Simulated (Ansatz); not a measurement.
**How methods differ on AlH2Br (SMILES [AlH2][Br])**

AlH2Br has 4 atoms, charge 0, and is taken as a singlet. As SMILES, `[AlH2][Br]`. The shape is that of a PBE0-D4/def2-TZVP optimisation.

| atom | x (Å) | y (Å) | z (Å) |
| --- | --- | --- | --- |
| Al | -0.1483 | -0.0647 | -0.1103 |
| Br | 1.6849 | 0.4966 | 1.0797 |
| H | -0.5616 | -1.5848 | -0.1392 |
| H | -0.9197 | 1.0927 | -0.8504 |

Each level gives the energy change with the Al1–Br2 bond stretched from 2.256 to 4.513 Å (eV). The values are calculated.

| level | kind | program | value (eV) | less FCI/STO-3G |
| --- | --- | --- | --- | --- |
| HF/STO-3G (restricted) | Hartree–Fock | Ansatz | 7.61 | +2.06 |
| SVWN5/STO-3G (restricted) | LDA | Ansatz | 6.12 | +0.57 |
| PBE/STO-3G (restricted) | GGA | Ansatz | 5.83 | +0.28 |
| r2SCAN/STO-3G (restricted) | meta-GGA | Ansatz | 6.06 | +0.51 |
| B3LYP/STO-3G (restricted) | global hybrid | Ansatz | 6.15 | +0.60 |
| CAM-B3LYP/STO-3G (restricted) | range-separated hybrid | Ansatz | 6.82 | +1.27 |
| wB97M-V/STO-3G (restricted) | range-separated hybrid | Ansatz | 7.06 | +1.51 |
| MP2/STO-3G (restricted) | perturbation theory | Ansatz | 6.84 | +1.29 |
| CCSD(T)/STO-3G (restricted) | coupled cluster or CI | Ansatz | 4.89 | -0.66 |
| FCI/STO-3G | exact in the basis | Ansatz | 5.55 | 0.00 |

FCI/STO-3G is exact within its basis and frozen core, so for wave-function methods in that basis the difference is their error; functionals converge differently with the basis, so for them it is only a difference. Spin-restricted single references rise too steeply as a bond breaks, Hartree–Fock most of all. Perturbation and coupled-cluster corrections on them can overshoot downwards. All-electron rows without a relativistic Hamiltonian named are non-relativistic. The first shape isn't each level's own minimum. The values span 4.89 to 7.61 eV. All rows use very small basis sets, so even the best lies far from the true value. In the correlated wave-function rows the outer d shell of Br is correlated, in sets not made for it.

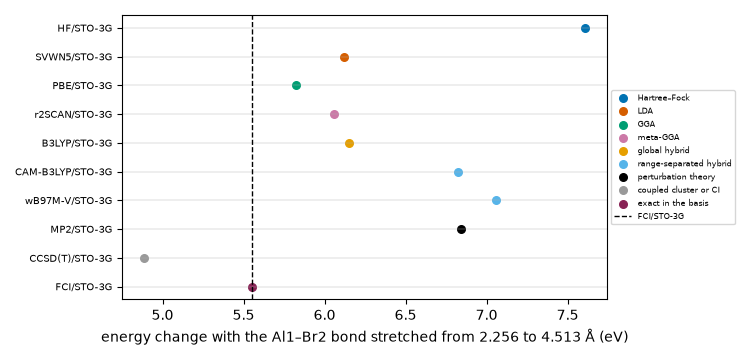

The values of the table, level by level.
